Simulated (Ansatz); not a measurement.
CsBr (CsCl type), conventional cell a = b = c = 4.3890 Å, α = β = γ = 90.00°. The calculation uses the primitive cell of 2 atoms, to which meshes and values per cell refer.

Equation-of-state scan: isotropic scaling of the cell above, V₀ being its volume. Symmetry pins the atoms to their sites.

Level of theory: PBE (plane waves to 420 eV, PAW, scalar-relativistic; Ansatz, a quantum-chemistry and plane-wave program). k mesh 8×8×8 (Γ-centred), Fermi-Dirac smearing 0.05 eV. Energies are smeared free energies. CsBr was relaxed with its symmetry unable to fall. ΔE is measured from the relaxed starting cell.

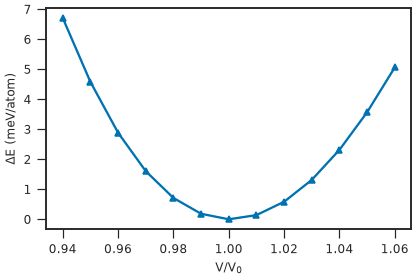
*ΔE (meV/atom) against V/V₀; one marker a computed point.*

**Question.** What is ΔE at V/V₀ = 1.060?

**Answer.** About 5.1 meV/atom.

**Question.** What is ΔE at V/V₀ = 0.940?

**Answer.** About 6.7 meV/atom.

**Question.** What bulk modulus B₀ follows from a third-order Birch-Murnaghan fit?

**Answer.** About 12 GPa.

(Under strain, the slope of the energy per volume gives the stress and its curvature an elastic modulus.)
